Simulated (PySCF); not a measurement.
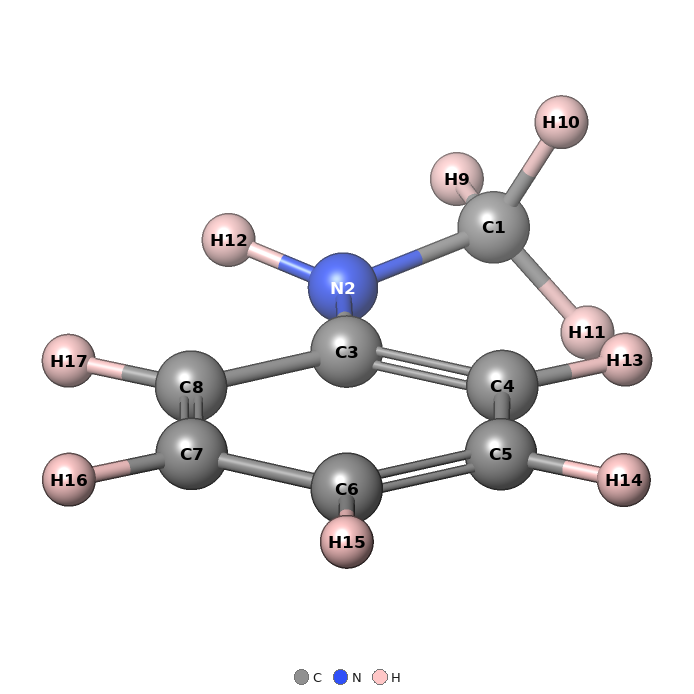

Distant atoms are faded towards the background colour. The geometry was computed by an optimisation with PBE0-D3(BJ)/def2-SVP. No frequency run is at hand to confirm it as a minimum.

Q: What is the conformation of the ring C3–C4–C5–C6–C7–C8?

A: It is planar. The Cremer–Pople amplitude Q is 0.00 Å.

Q: Give the torsion angles round the ring, beginning with the bond from its second to its third atom.

A: 0°, 0°, 0°, 0°, 0°, 1°.
